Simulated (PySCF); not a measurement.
# C5H12OSi: NMR shifts and electronic excitations in gas and solvents, part 2 of 2

PySCF 2.14.0. Atoms count from 0.

### Step 4. TDDFT and polarisability: B3LYP/def2-SVPD

The job: settings as JSON, then the geometry in Å.

```
{"job": {"kind": "uv", "xc": "B3LYP", "basis": "def2-SVPD", "dynamic": true, "nstates": 6, "ntriplets": 0}, "charge": 0, "multiplicity": 1}
C      2.868879    -0.608085     0.099742
O      1.632695    -1.187876     0.385715
C      0.576567    -0.272221     0.504410
C      0.140810     0.399095    -0.810563
C     -1.286290     0.921052    -0.637449
C     -2.173758    -0.217205    -0.103167
Si    -1.033488    -1.117116     1.116584
H      3.626683    -1.404066     0.122936
H      3.144637     0.161126     0.849091
H      2.897467    -0.133127    -0.899450
H      0.847214     0.526125     1.231000
H      0.825645     1.204306    -1.123613
H      0.162961    -0.371263    -1.602555
H     -1.279610     1.754642     0.087601
H     -1.673937     1.339832    -1.580127
H     -3.118694     0.145682     0.327240
H     -2.437651    -0.908194    -0.921448
H     -1.002388    -2.600103     0.944918
H     -1.327798    -0.805992     2.550170
```

With the program's defaults for keys left out, this is: TDDFT B3LYP/def2-SVPD, vertical, gas phase, core orbitals frozen in the response.

Output:

```text
coarse grid: 15584 points
cycle   1  E = -562.0209896749  dE =  5.466e-01  |g| = 6.230e-01  |ddm| = 6.152e+00
cycle   2  E = -561.9059394693  dE =  1.151e-01  |g| = 9.751e-01  |ddm| = 2.203e+00
cycle   3  E = -562.1068748106  dE = -2.009e-01  |g| = 1.012e-01  |ddm| = 1.436e+00
cycle   4  E = -562.1083924892  dE = -1.518e-03  |g| = 4.956e-02  |ddm| = 1.710e-01
cycle   5  E = -562.1089719884  dE = -5.795e-04  |g| = 9.509e-03  |ddm| = 7.950e-02
cycle   6  E = -562.1089939455  dE = -2.196e-05  |g| = 2.621e-03  |ddm| = 2.309e-02
cycle   7  E = -562.1089956129  dE = -1.667e-06  |g| = 4.730e-04  |ddm| = 4.566e-03
final grid: 143640 points
cycle   8  E = -562.2034282353  dE = -5.499e-05  |g| = 5.461e-03  |ddm| = 1.556e-01
cycle   9  E = -562.2034213140  dE =  6.921e-06  |g| = 7.795e-03  |ddm| = 1.835e-02
cycle  10  E = -562.2034355815  dE = -1.427e-05  |g| = 7.773e-04  |ddm| = 1.006e-02
cycle  11  E = -562.2034357071  dE = -1.256e-07  |g| = 2.265e-04  |ddm| = 1.255e-03
cycle  12  E = -562.2034357167  dE = -9.602e-09  |g| = 7.119e-05  |ddm| = 3.933e-04
cycle  13  E = -562.2034357179  dE = -1.247e-09  |g| = 2.105e-05  |ddm| = 1.333e-04
cycle  14  E = -562.2034357180  dE = -1.055e-10  |g| = 2.859e-06  |ddm| = 3.419e-05
converged SCF energy = -562.2034357180

Static polarisability (au): isotropic 91.138, principal 78.867 92.836 101.711

Singlet excitations
state   eV       nm        f      main configurations
  1   6.4988    190.8   0.00278   H->L 0.85, H->L+1 0.13
  2   6.5382    189.6   0.00553   H->L+1 0.84, H->L 0.12
  3   7.0275    176.4   0.00800   H-1->L 0.80, H->L+2 0.17
  4   7.1072    174.4   0.01091   H-1->L+1 0.68, H->L+3 0.18
  5   7.1441    173.5   0.00250   H->L+2 0.73, H-1->L 0.14
  6   7.2248    171.6   0.04633   H->L+3 0.71, H-1->L+1 0.20
```

It took 1.8 min on 1 thread of Arm Neoverse N1, shared host; peak memory 1.1 GiB.

The orbitals next to the gap, with their largest atomic shares:

```
orbital     eV                         atoms
 HOMO−3  -8.87  Si6 28 %, H17 20 %, H18 16 %
 HOMO−2  -8.37    Si6 24 %, C5 24 %, C4 11 %
 HOMO−1  -7.64    O1 26 %, C2 23 %, Si6 14 %
   HOMO  -7.07     O1 49 %, C2 11 %, C3 10 %
   LUMO   0.25    Si6 17 %, C4 11 %, C5 10 %
 LUMO+1   0.42    Si6 19 %, C0 11 %, C2 10 %
 LUMO+2   0.89    Si6 18 %, C0 16 %, H9 10 %
```

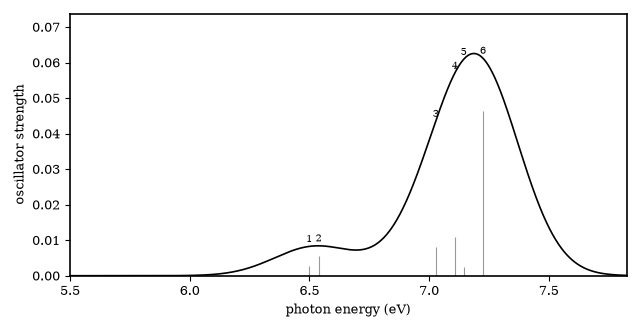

Absorption spectrum from the 6 singlet states computed; above the last one it falls off for lack of states. Lines are broadened to a width of 0.40 eV (Gaussian).

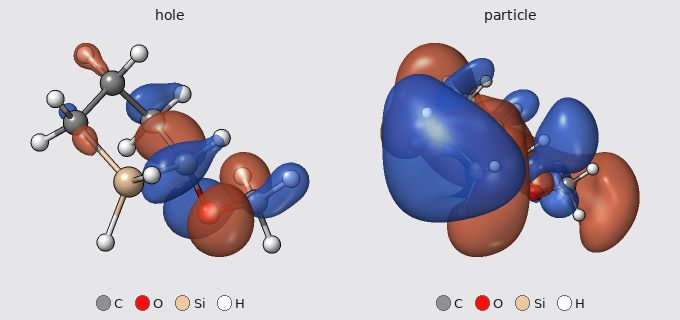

Leading natural transition orbitals of singlet state 6: the electron leaves the hole (left) for the particle orbital (right).

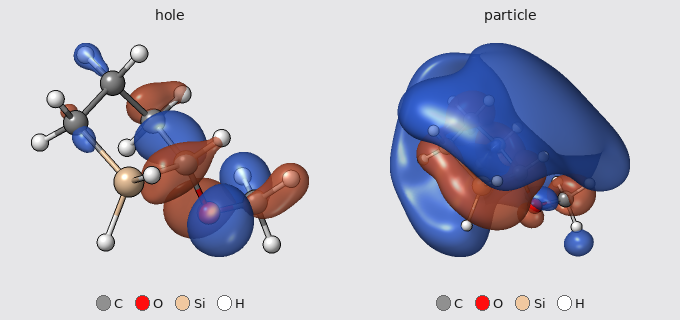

Leading natural transition orbitals of singlet state 1: the electron leaves the hole (left) for the particle orbital (right).

Further results of this job:

```
           property  computed
  dipole moment (D)      1.67
polarisability (Å³)     13.51
 HOMO–LUMO gap (eV)      7.32
      −ε(HOMO) (eV)      7.07
C6 with itself (au)      3373
```

Orbitals, density, ELF and potential are computed afterwards from the orbital file.

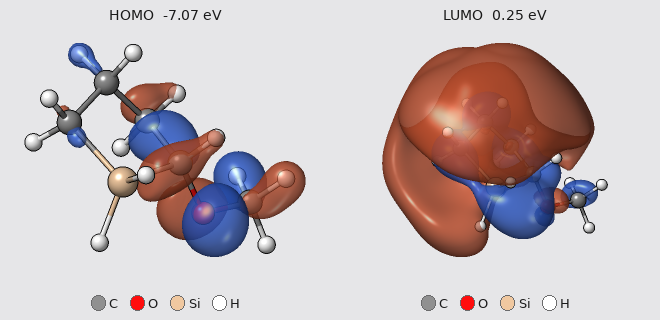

Frontier orbitals at B3LYP/def2-SVPD; each surface holds 70 % of the orbital's density, blue and red mark the sign.

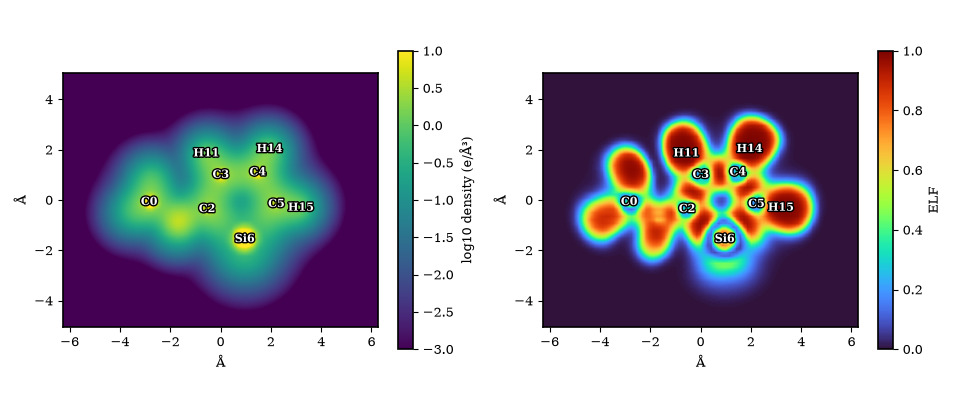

Density (left) and ELF (right) in a plane through or near 9 of the atoms.

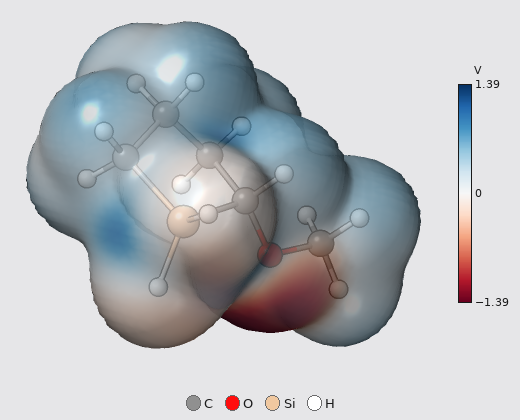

Electrostatic potential on the surface of density 0.002 e/bohr³; red is low, blue high. It runs, from the 1st to the 99th percentile, from -1.39 V near O1 to 0.76 V near H13.

### Step 5. Ultraviolet spectrum: B3LYP/def2-SVPD in chloroform

The job, as its differences from that of step 4:

```diff
@@ -1,2 +1,2 @@
-{"job": {"kind": "uv", "xc": "B3LYP", "basis": "def2-SVPD", "dynamic": true, "nstates": 6, "ntriplets": 0}, "charge": 0, "multiplicity": 1}
+{"job": {"kind": "uv", "xc": "B3LYP", "basis": "def2-SVPD", "solvent": "chloroform", "nstates": 6, "ntriplets": 0}, "charge": 0, "multiplicity": 1}
 C      2.868879    -0.608085     0.099742
```

With the program's defaults for keys left out, this is: TDDFT B3LYP/def2-SVPD, vertical, IEF-PCM chloroform (non-equilibrium linear response), core orbitals frozen in the response.

Output:

```text
coarse grid: 15584 points
cycle   1  E = -562.0276523693  dE =  5.404e-01  |g| = 6.124e-01  |ddm| = 6.151e+00
cycle   2  E = -561.9287462044  dE =  9.891e-02  |g| = 9.295e-01  |ddm| = 2.115e+00
cycle   3  E = -562.1103542798  dE = -1.816e-01  |g| = 9.291e-02  |ddm| = 1.314e+00
cycle   4  E = -562.1115840340  dE = -1.230e-03  |g| = 4.651e-02  |ddm| = 1.540e-01
cycle   5  E = -562.1120925224  dE = -5.085e-04  |g| = 7.878e-03  |ddm| = 7.240e-02
cycle   6  E = -562.1121066918  dE = -1.417e-05  |g| = 2.320e-03  |ddm| = 1.923e-02
cycle   7  E = -562.1121080093  dE = -1.317e-06  |g| = 3.607e-04  |ddm| = 3.945e-03
final grid: 143640 points
cycle   8  E = -562.2065168221  dE = -5.545e-05  |g| = 5.427e-03  |ddm| = 1.551e-01
cycle   9  E = -562.2065103036  dE =  6.518e-06  |g| = 7.679e-03  |ddm| = 1.858e-02
cycle  10  E = -562.2065240734  dE = -1.377e-05  |g| = 7.402e-04  |ddm| = 9.932e-03
cycle  11  E = -562.2065241813  dE = -1.079e-07  |g| = 2.181e-04  |ddm| = 1.143e-03
cycle  12  E = -562.2065241904  dE = -9.068e-09  |g| = 6.311e-05  |ddm| = 3.697e-04
cycle  13  E = -562.2065241913  dE = -9.452e-10  |g| = 1.880e-05  |ddm| = 1.174e-04
converged SCF energy = -562.2065241913

Static polarisability (au): isotropic 113.294, principal 101.219 116.465 122.197

Singlet excitations
state   eV       nm        f      main configurations
  1   6.5371    189.7   0.00823   H->L+1 0.74, H->L 0.22
  2   6.6028    187.8   0.00280   H->L 0.75, H->L+1 0.22
  3   7.0758    175.2   0.02085   H-1->L 0.59, H-1->L+1 0.31
  4   7.1053    174.5   0.01787   H-1->L+1 0.55, H-1->L 0.24, H->L+2 0.12
  5   7.2140    171.9   0.02634   H->L+2 0.75, H-1->L 0.12
  6   7.2764    170.4   0.03410   H->L+3 0.76, H->L+4 0.12
```

It took 77 s on 1 thread of Arm Neoverse N1, shared host; peak memory 1.1 GiB.

Key values: HOMO -7.04 eV, LUMO 0.39 eV; lowest singlet 6.54 eV.

### Step 6. Comparing the runs: electronic excitations

Excitations and ground-state properties, with basis size and wall time:

```
                          run  lowest singlet (eV)  brightest (eV)      f  gap (eV)  α (Å³)  μ (D)  functions     time
              B3LYP/def2-SVPD                 6.50            7.22  0.046      7.32   13.51   1.67        243  1.8 min
B3LYP/def2-SVPD in chloroform                 6.54            7.28  0.034      7.42   16.79   2.17        243     77 s
```

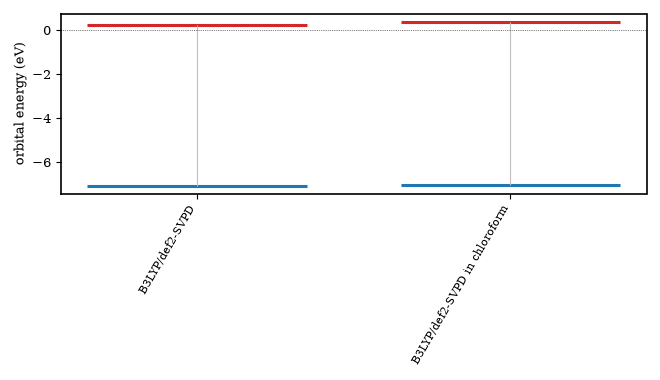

HOMO (blue) and LUMO (red) run by run.

### Step 7. Outcome

This closing draws on all 2 parts.

```
                                                                          quantity                                                           value
                                                                       point group                                                              C1
                                              rotational constants (main isotopes)                                            3.79, 1.54, 1.18 GHz
                                ¹³C shifts against TMS (PBE0/pcSseg-1, chloroform)                                 75.1, 60.3, 35.4, 26.3, 8.8 ppm
¹H shifts against TMS (PBE0/pcSseg-1, chloroform, means over atoms taken as alike)  4.01, 3.97, 3.37, 3.32, 2.43, 1.99, 1.12, 1.07, 0.88, 0.86 ppm
                                ¹⁷O shifts against H2O (PBE0/pcSseg-1, chloroform)                                                        28.0 ppm
                               ²⁹Si shifts against TMS (PBE0/pcSseg-1, chloroform)                                                       -27.3 ppm
                                                  lowest singlet (B3LYP/def2-SVPD)                                     6.50 eV (191 nm), f = 0.003
                                          brightest single state of those computed                                     state 6, 7.22 eV, f = 0.046
                                             surface potential, 1st and 99th percentile                                              -1.39 V and 0.76 V
                                                       range of the lowest singlet                                                 6.50 to 6.54 eV
```

What this shows: Over 3 steps the energy fell by 0.077 eV; of the close pairs, Si6–H17 changed most, 1.459 to 1.493 Å. No frequency check was run at this level, so the end point may be a saddle. The first singlet state (HOMO→LUMO 0.85, HOMO→LUMO+1 0.13) lies at 6.50 eV and is weak; of the 6 states computed, the strongest absorption comes from state 6 at 7.22 eV (the last computed, so partners may be missing). States above −ε(HOMO) lie where TDDFT describes them poorly and they hang on the basis; the brightest is among them. The lowest singlet runs from 6.50 eV (B3LYP/def2-SVPD) to 6.54 eV (B3LYP/def2-SVPD in chloroform), while the orbital gap spans 7.32 to 7.42 eV. The lowest state need not be the same one in every run.
